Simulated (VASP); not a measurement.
Band structure of Rh (relaxed from the hcp structure, space group P6_3/mmc). These are PBEsol GGA, VASP's PBE PAW potentials (set 64) (plane waves; VASP 6.6.1) values and carry that method's errors.

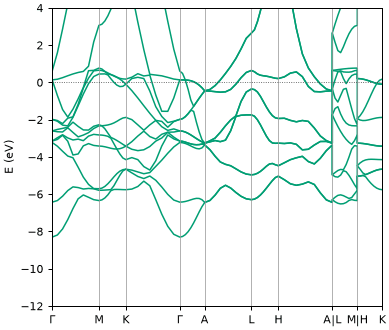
Figure: Bands along high-symmetry lines, zero at the valence-band maximum or, without a gap, the Fermi level

Q: Read the plot: is there a gap, and where are the band edges?

A: It has no gap at this level: it comes out as a metal or semimetal. (Edges off the drawn lines would not show.)

The structure was generated: Rh was put into the hcp type (P6_3/mmc), which need not be its known phase. It was relaxed first.
